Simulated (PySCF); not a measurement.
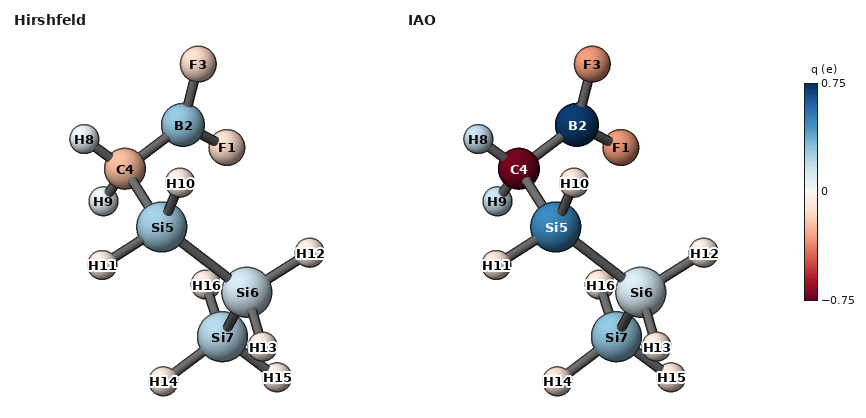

Atomic charges of one calculation by 2 schemes, on one colour scale. The computed structure is the end point of a GFN2-xTB optimisation. No frequency run is at hand to confirm it as a minimum. Method: PBE0/pcSseg-1 (PySCF 2.14.0).

> Which scheme gives the most polar picture (largest mean size of the charges)?

The IAO charges are the largest in size here.

> On which atom do the schemes disagree most?

On C4 (from −0.72 to −0.24 e).

List the charges (e), one line for each set of equivalent atoms.

```json
{"atom": "F1", "Hirshfeld": "−0.14", "IAO": "−0.33"}
{"atom": "B2", "Hirshfeld": "0.30", "IAO": "0.71"}
{"atom": "F3", "Hirshfeld": "−0.15", "IAO": "−0.32"}
{"atom": "C4", "Hirshfeld": "−0.24", "IAO": "−0.72"}
{"atom": "Si5", "Hirshfeld": "0.26", "IAO": "0.48"}
{"atom": "Si6", "Hirshfeld": "0.15", "IAO": "0.13"}
{"atom": "Si7", "Hirshfeld": "0.22", "IAO": "0.30"}
{"atom": "H8", "Hirshfeld": "0.05", "IAO": "0.18"}
{"atom": "H9", "Hirshfeld": "0.05", "IAO": "0.17"}
{"atom": "H10", "Hirshfeld": "−0.07", "IAO": "−0.09"}
{"atom": "H11", "Hirshfeld": "−0.07", "IAO": "−0.10"}
{"atom": "H12", "Hirshfeld": "−0.07", "IAO": "−0.07"}
{"atom": "H13", "Hirshfeld": "−0.07", "IAO": "−0.08"}
{"atom": "H14", "Hirshfeld": "−0.08", "IAO": "−0.10"}
{"atom": "H15", "Hirshfeld": "−0.07", "IAO": "−0.09"}
{"atom": "H16", "Hirshfeld": "−0.07", "IAO": "−0.09"}
```

The geometry is semi-empirical. Around B, Si such bond lengths and angles can be off by a tenth of an ångström or more and by several degrees, and values that hang on the shape move with them.
